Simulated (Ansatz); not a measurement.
GaH3ClO2F: nudged elastic band

GaH3ClO2F, computed with RKS PBE0/def2-SVP (Ansatz 0.2.0).

It belongs to a series of runs on one base structure; here: band between the two ends. Figures and captions count atoms from 1; the log counts them from 0 in places.

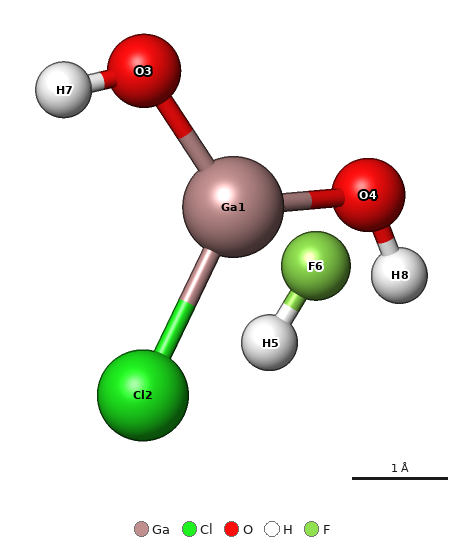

The structure as given in the input (ball-and-stick view, seen at a tilt; atoms are numbered from 1 in the order of the input). Sticks mark near contacts. Bond lengths as drawn: Cl–Ga 2.21 Å, F–H 0.95 Å, Ga–O 1.77 Å and H–O 0.96 Å.

Input:
```yaml
crystal:
  periodic: [false, false, false]
  atoms:
    - { symbol: Ga, position_ang: [-0.415642, 0.106032, 0.139078] }
    - { symbol: Cl, position_ang: [0.894867, 1.707015, -0.643986] }
    - { symbol: O, position_ang: [-1.628495, -0.584548, -0.943463] }
    - { symbol: O, position_ang: [-0.551208, -0.081307, 1.890149] }
    - { symbol: H, position_ang: [1.812144, -0.277544, -0.639845] }
    - { symbol: F, position_ang: [1.398633, -1.074984, -0.339849] }
    - { symbol: H, position_ang: [-1.562219, -0.273005, -1.851632] }
    - { symbol: H, position_ang: [0.051819, 0.478242, 2.38965] }
basis:
  gaussian: { orbitals: def2-SVP }
hamiltonian:
  xc: pbe0
neb:
  order_check: false
  images: 7
  f_tol: 0.03
  max_iterations: 60
  final_atoms:
    - { symbol: Ga, position_ang: [-0.4172054, -0.2298385, 0.19948019] }
    - { symbol: Cl, position_ang: [1.31492417, 1.62516064, -0.78745136] }
    - { symbol: O, position_ang: [-1.74031799, -0.29733126, -0.96499343] }
    - { symbol: O, position_ang: [-0.65470463, 0.20800749, 1.89156427] }
    - { symbol: H, position_ang: [1.75256049, 0.37944171, -0.73489335] }
    - { symbol: F, position_ang: [1.09573459, -1.1210819, -0.21756452] }
    - { symbol: H, position_ang: [-1.4844122, -0.66035589, -1.81903212] }
    - { symbol: H, position_ang: [0.13331998, 0.09589871, 2.43299231] }
  initial_path:
    images:
      - { positions_ang: [[-0.415642, 0.106032, 0.139078], [0.894867, 1.707015, -0.643986], [-1.628495, -0.584548, -0.943463], [-0.551208, -0.081307, 1.890149], [1.812144, -0.277544, -0.639845], [1.398633, -1.074984, -0.339849], [-1.562219, -0.273005, -1.851632], [0.051819, 0.478242, 2.38965]] }
      - { positions_ang: [[-0.42256404, 0.07313513, 0.14782811], [0.98386025, 1.70910547, -0.68123541], [-1.65381137, -0.55077746, -0.93074732], [-0.58355394, -0.04740514, 1.88804988], [1.79298369, -0.19877568, -0.64849942], [1.38920001, -1.0670363, -0.33369859], [-1.56228857, -0.33298225, -1.84715752], [0.05607296, 0.41463724, 2.40556226]] }
      - { positions_ang: [[-0.42948608, 0.04023825, 0.15657823], [1.0728535, 1.71119593, -0.71848482], [-1.67912774, -0.51700691, -0.91803165], [-0.61589989, -0.01350329, 1.88595076], [1.77382339, -0.12000736, -0.65715383], [1.37976703, -1.05908861, -0.32754817], [-1.56235814, -0.3929595, -1.84268304], [0.06032693, 0.35103248, 2.42147453]] }
      - { positions_ang: [[-0.43640811, 0.00734138, 0.16532834], [1.16184674, 1.7132864, -0.75573423], [-1.7044441, -0.48323637, -0.90531597], [-0.64824583, 0.02039857, 1.88385164], [1.75466308, -0.04123904, -0.66580825], [1.37033404, -1.05114091, -0.32139776], [-1.56242771, -0.45293675, -1.83820856], [0.06458089, 0.28742772, 2.43738679]] }
      - { positions_ang: [[-0.44333015, -0.02555549, 0.17407846], [1.25083999, 1.71537687, -0.79298364], [-1.72976047, -0.44946583, -0.89260029], [-0.68059178, 0.05430042, 1.88175252], [1.73550277, 0.03752929, -0.67446267], [1.36090106, -1.04319322, -0.31524735], [-1.56249728, -0.512914, -1.83373409], [0.06883486, 0.22382296, 2.45329906]] }
      - { positions_ang: [[-0.43679896, -0.07662625, 0.18042889], [1.26686104, 1.69282281, -0.79160057], [-1.73239985, -0.41143218, -0.91069858], [-0.67411999, 0.09272719, 1.88420546], [1.7397672, 0.12300739, -0.68957034], [1.29460944, -1.06266539, -0.29082664], [-1.54297601, -0.54977447, -1.83005859], [0.08495614, 0.1918419, 2.44822237]] }
      - { positions_ang: [[-0.43026778, -0.127697, 0.18677932], [1.28288208, 1.67026875, -0.7902175], [-1.73503923, -0.37339854, -0.92879686], [-0.66764821, 0.13115396, 1.8866584], [1.74403163, 0.2084855, -0.70467801], [1.22831782, -1.08213756, -0.26640593], [-1.52345474, -0.58663494, -1.8263831], [0.10107742, 0.15986084, 2.44314569]] }
      - { positions_ang: [[-0.42373659, -0.17876775, 0.19312976], [1.29890312, 1.6477147, -0.78883443], [-1.73767861, -0.3353649, -0.94689515], [-0.66117642, 0.16958073, 1.88911134], [1.74829606, 0.2939636, -0.71978568], [1.16202621, -1.10160973, -0.24198522], [-1.50393347, -0.62349542, -1.82270761], [0.1171987, 0.12787977, 2.438069]] }
      - { positions_ang: [[-0.4172054, -0.2298385, 0.19948019], [1.31492417, 1.62516064, -0.78745136], [-1.74031799, -0.29733126, -0.96499343], [-0.65470463, 0.20800749, 1.89156427], [1.75256049, 0.37944171, -0.73489335], [1.09573459, -1.1210819, -0.21756452], [-1.4844122, -0.66035589, -1.81903212], [0.13331998, 0.09589871, 2.43299231]] }
```

Machine: 2 threads of Intel Xeon @ 2.50GHz (Skylake/Cascade Lake), 16 GiB of memory available, shared host.

Launched with:
```bash
ansatz run input.yaml --threads 2 --pin off --max-ram 3072MiB --backend cpu --events-out ev --progress --plain --runs-dir out
```

Log:
```
Engine: ansatz 0.2.0, x86_64-unknown-linux-gnu
Functional definition: PBE0
  parameter a = 0.25
  parameter kappa = 0.804
  parameter beta = 0.06672455060314922
  exchange = (1 - a)*pbe_x(kappa = kappa, mu = beta*pi^2/3) + a*exact_x
  correlation = pbe_c(beta = beta)
1083 factors; integrals over basis functions are off by at most 3.0e-4 eV
mean field evaluation 1: about -71720.3231 eV, gradient 7.5e1 eV
mean field evaluation 2: about -71694.8009 eV, gradient 1.4e2 eV
mean field evaluation 4: about -71729.9130 eV, gradient 5.8e0 eV
mean field evaluation 8: about -71729.9741 eV, gradient 5.6e-2 eV
mean field evaluation 16: about -71729.9741 eV, gradient 2.8e-5 eV
mean field -71729.97406601 eV, -2636.0279266030 hartree, gradient 2.8e-5 eV, S^2 0.000000; 0 other end points of the search recorded, 0 dependent functions left out
the calculation of the forces begins
reference -71729.97409414 eV, -2636.0279276371 hartree; 38, 38 occupied and 69, 69 virtual orbitals, 1083 factors
1085 factors; integrals over basis functions are off by at most 1.3e-3 eV
mean field evaluation 32: about -71729.5450 eV, gradient 1.7e-5 eV
mean field -71729.54501025 eV, -2636.0121590948 hartree, gradient 1.7e-5 eV, S^2 0.000000; 0 other end points of the search recorded, 0 dependent functions left out
[... from here on the field's lines of each further geometry are left out, up to the last ...]
NEB iter   1: max|band force component| = 2.812e0 eV/Å  barrier→ = 0.8762 eV  barrier← = 0.4472 eV  Δτ_max = 0.2000 Å  (244 SCF iters)
NEB iter   2: max|band force component| = 1.180e0 eV/Å  barrier→ = 0.4873 eV  barrier← = 0.0583 eV  Δτ_max = 0.0884 Å  (206 SCF iters)
NEB iter   3: max|band force component| = 5.354e-1 eV/Å  barrier→ = 0.4678 eV  barrier← = 0.0387 eV  Δτ_max = 0.1492 Å  (207 SCF iters)
NEB iter   4: max|band force component| = 1.535e0 eV/Å  barrier→ = 0.4564 eV  barrier← = 0.0274 eV  Δτ_max = 0.0751 Å  (199 SCF iters)
NEB iter   5: max|band force component| = 1.849e-1 eV/Å  barrier→ = 0.4530 eV  barrier← = 0.0239 eV  CI = image 6  Δτ_max = 0.0236 Å  (206 SCF iters)
NEB iter   6: max|band force component| = 7.745e-2 eV/Å  barrier→ = 0.4536 eV  barrier← = 0.0245 eV  CI = image 6  Δτ_max = 0.0096 Å  (202 SCF iters)
NEB iter   7: max|band force component| = 7.997e-2 eV/Å  barrier→ = 0.4529 eV  barrier← = 0.0238 eV  CI = image 6  Δτ_max = 0.0048 Å  (195 SCF iters)
NEB iter   8: max|band force component| = 3.452e-2 eV/Å  barrier→ = 0.4527 eV  barrier← = 0.0236 eV  CI = image 6  Δτ_max = 0.0096 Å  (164 SCF iters)
the calculation of the forces begins
reference -71729.53717567 eV, -2636.0118711793 hartree; 38, 38 occupied and 69, 69 virtual orbitals, 1085 factors
1085 factors; integrals over basis functions are off by at most 1.1e-3 eV
mean field -71729.52155421 eV, -2636.0112971013 hartree, gradient 9.6e-6 eV, S^2 0.000000; 1 other end points of the search recorded, 0 dependent functions left out
the calculation of the forces begins
reference -71729.52158271 eV, -2636.0112981486 hartree; 38, 38 occupied and 69, 69 virtual orbitals, 1085 factors
NEB iter   9: max|band force component| = 2.005e-2 eV/Å  barrier→ = 0.4525 eV  barrier← = 0.0235 eV  CI = image 6  Δτ_max = 0.0000 Å  (377 SCF iters)
```

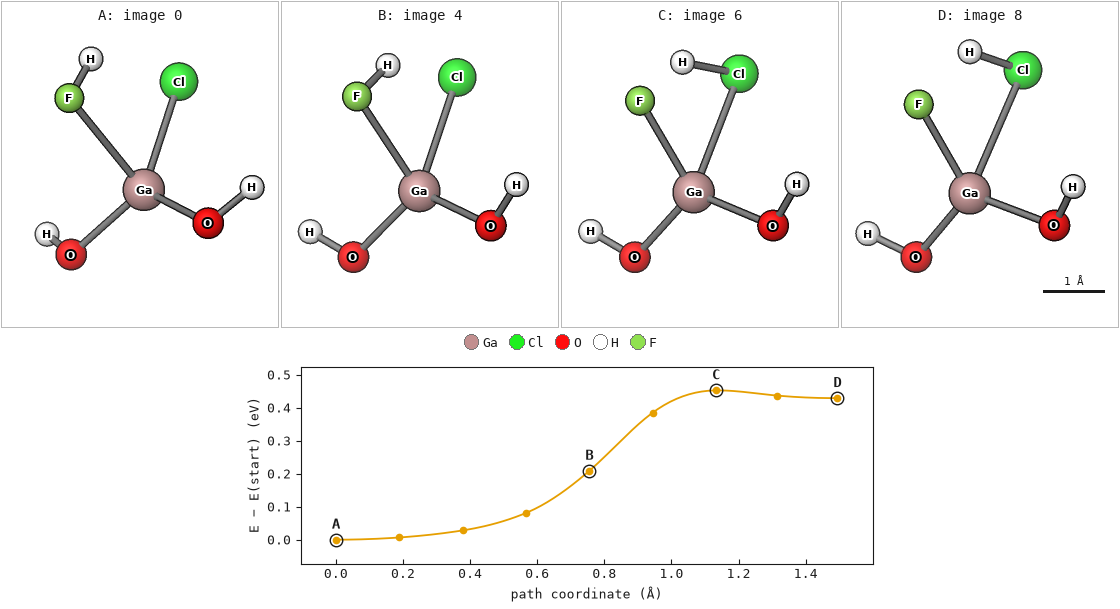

Images of the last band (counted from 0; ball-and-stick, seen at a tilt) above the energy along the path; the line is a cubic interpolation that uses the forces. The highest image is number 6, 0.453 eV above the start and 0.023 eV above the end (the climbing image); the end lies 0.429 eV above the start. The path is 1.49 Å long. The band converged in 9 iterations.

```
Total energy: -71729.52158271 eV, -2636.0112981486 hartree
Atom 0 at    -0.397946    -0.131758     0.174778 Å, force    -0.008142     0.006304     0.002700 eV/Å
Atom 1 at     1.234364     1.568778    -0.748838 Å, force    -0.000781    -0.000067     0.000469 eV/Å
Atom 2 at    -1.725872    -0.361501    -0.961012 Å, force    -0.002980    -0.000800    -0.001171 eV/Å
Atom 3 at    -0.637888     0.146239     1.898650 Å, force     0.001214    -0.000003     0.000870 eV/Å
Atom 4 at     1.613973     0.209000    -0.650818 Å, force    -0.002302    -0.006212     0.001948 eV/Å
Atom 5 at     1.184069    -1.028408    -0.266857 Å, force     0.006511     0.001920    -0.003390 eV/Å
Atom 6 at    -1.447480    -0.579222    -1.856206 Å, force     0.004717    -0.000412     0.000162 eV/Å
Atom 7 at     0.176680     0.176773     2.410405 Å, force     0.001763    -0.000731    -0.001588 eV/Å
Dipole moment:     0.408423    -0.019545    -0.152549 e Å
this run last wrote the band of iteration 9 to [file]
```

The last band as extended XYZ (Å, eV, eV/Å):
```
8
Properties=species:S:1:pos:R:3:forces:R:3 image=0 energy=-71729.97407
Ga   -0.4156    0.1060    0.1391    0.0101   0.0043  -0.0039
Cl    0.8949    1.7070   -0.6440   -0.0039  -0.0191   0.0047
O    -1.6285   -0.5845   -0.9435   -0.0097  -0.0025  -0.0091
O    -0.5512   -0.0813    1.8901   -0.0011   0.0017   0.0143
H     1.8121   -0.2775   -0.6398   -0.0042  -0.0094   0.0039
F     1.3986   -1.0750   -0.3398    0.0041   0.0226  -0.0067
H    -1.5622   -0.2730   -1.8516    0.0056   0.0025   0.0064
H     0.0518    0.4782    2.3897   -0.0008  -0.0003  -0.0096
8
Properties=species:S:1:pos:R:3:forces:R:3 image=1 energy=-71729.96738
Ga   -0.4314    0.1394    0.1386    0.0008  -0.0145   0.0021
Cl    0.9168    1.7085   -0.6551   -0.0154   0.0042   0.0055
O    -1.6598   -0.5374   -0.9344    0.0094  -0.0179  -0.0013
O    -0.5880   -0.0333    1.8891    0.0104  -0.0186   0.0008
H     1.7795   -0.2485   -0.6305    0.0157  -0.0187  -0.0028
F     1.3748   -1.0535   -0.3316    0.0081  -0.0084  -0.0021
H    -1.5076   -0.3633   -1.8683   -0.0139   0.0365  -0.0004
H     0.1156    0.3879    2.3923   -0.0150   0.0374  -0.0018
8
Properties=species:S:1:pos:R:3:forces:R:3 image=2 energy=-71729.94599
Ga   -0.4339    0.1627    0.1356   -0.0110   0.0175  -0.0008
Cl    0.9604    1.7003   -0.6691   -0.0561   0.0330   0.0158
O    -1.6841   -0.4825   -0.9308    0.0096  -0.0434   0.0107
O    -0.6143    0.0202    1.8859    0.0048  -0.0462   0.0004
H     1.7354   -0.2060   -0.6212    0.0603  -0.0695  -0.0114
F     1.3513   -1.0303   -0.3283    0.0159  -0.0311   0.0002
H    -1.4685   -0.4594   -1.8679   -0.0123   0.0694  -0.0088
H     0.1535    0.2949    2.3959   -0.0111   0.0704  -0.0061
8
Properties=species:S:1:pos:R:3:forces:R:3 image=3 energy=-71729.89307
Ga   -0.4231    0.1389    0.1360   -0.0192   0.1947  -0.0264
Cl    1.0305    1.6622   -0.6870   -0.1859   0.1154   0.0493
O    -1.7005   -0.4328   -0.9389    0.0082  -0.0743   0.0278
O    -0.6254    0.0689    1.8877   -0.0028  -0.0789  -0.0030
H     1.6687   -0.1308   -0.6110    0.1370  -0.2411  -0.0079
F     1.3264   -0.9979   -0.3260    0.0638  -0.0779  -0.0121
H    -1.4495   -0.5325   -1.8621    0.0029   0.0826  -0.0062
H     0.1728    0.2240    2.4015   -0.0040   0.0795  -0.0216
8
Properties=species:S:1:pos:R:3:forces:R:3 image=4 energy=-71729.76528
Ga   -0.4065    0.0559    0.1446   -0.0418   0.4794  -0.0698
Cl    1.1114    1.6142   -0.7089   -0.3372   0.1637   0.0989
O    -1.7124   -0.4020   -0.9495    0.0357  -0.0974   0.0370
O    -0.6305    0.1018    1.8940    0.0164  -0.1068  -0.0209
H     1.6136   -0.0318   -0.6078    0.0930  -0.5840   0.0687
F     1.2935   -0.9686   -0.3196    0.2269   0.0152  -0.0898
H    -1.4471   -0.5630   -1.8602    0.0065   0.0661  -0.0069
H     0.1779    0.1935    2.4076    0.0004   0.0637  -0.0172
8
Properties=species:S:1:pos:R:3:forces:R:3 image=5 energy=-71729.58895
Ga   -0.3981   -0.0425    0.1589   -0.0089   0.3713  -0.0633
Cl    1.1840    1.5799   -0.7307   -0.2034   0.0325   0.0714
O    -1.7203   -0.3796   -0.9568    0.0198  -0.0708   0.0169
O    -0.6344    0.1264    1.8974    0.0150  -0.0741  -0.0060
H     1.5955    0.0858   -0.6215   -0.0748  -0.5131   0.1197
F     1.2443   -0.9778   -0.2989    0.2379   0.1869  -0.1244
H    -1.4487   -0.5745   -1.8592    0.0088   0.0339  -0.0069
H     0.1776    0.1822    2.4108    0.0056   0.0334  -0.0075
8
Properties=species:S:1:pos:R:3:forces:R:3 image=6 energy=-71729.52155
Ga   -0.3979   -0.1318    0.1748   -0.0081   0.0063   0.0027
Cl    1.2344    1.5688   -0.7488   -0.0008  -0.0001   0.0005
O    -1.7259   -0.3615   -0.9610   -0.0030  -0.0008  -0.0012
O    -0.6379    0.1462    1.8986    0.0012   0.0000   0.0009
H     1.6140    0.2090   -0.6508   -0.0023  -0.0062   0.0019
F     1.1841   -1.0284   -0.2669    0.0065   0.0019  -0.0034
H    -1.4475   -0.5792   -1.8562    0.0047  -0.0004   0.0002
H     0.1767    0.1768    2.4104    0.0018  -0.0007  -0.0016
8
Properties=species:S:1:pos:R:3:forces:R:3 image=7 energy=-71729.53715
Ga   -0.4094   -0.2031    0.1917   -0.0130  -0.0397   0.0128
Cl    1.2744    1.5921   -0.7679    0.0213   0.0125  -0.0107
O    -1.7347   -0.3344   -0.9638   -0.0021   0.0132  -0.0009
O    -0.6456    0.1743    1.8979   -0.0022   0.0126  -0.0020
H     1.6722    0.3069   -0.6905    0.0311   0.0554  -0.0214
F     1.1306   -1.0861   -0.2365   -0.0273  -0.0289   0.0147
H    -1.4542   -0.6024   -1.8449   -0.0032  -0.0126   0.0044
H     0.1666    0.1526    2.4142   -0.0045  -0.0125   0.0029
8
Properties=species:S:1:pos:R:3:forces:R:3 image=8 energy=-71729.54501
Ga   -0.4172   -0.2298    0.1995    0.0066  -0.0016  -0.0012
Cl    1.3149    1.6252   -0.7875   -0.0018   0.0048  -0.0011
O    -1.7403   -0.2973   -0.9650   -0.0089   0.0016   0.0037
O    -0.6547    0.2080    1.8916   -0.0080   0.0024   0.0023
H     1.7526    0.3794   -0.7349   -0.0005  -0.0061   0.0030
F     1.0957   -1.1211   -0.2176    0.0004  -0.0003  -0.0017
H    -1.4844   -0.6604   -1.8190    0.0079   0.0003   0.0007
H     0.1333    0.0959    2.4330    0.0044  -0.0012  -0.0055
```

Summary:

| quantity | value |
| --- | --- |
| outcome | converged |
| barrier, forward | 0.453 eV |
| barrier, backward | 0.024 eV |
| wall time | 5 min (CPU time 9.8 min) |
| peak memory | 0.28 GiB |

Notes:

The order of the saddle point was not checked.
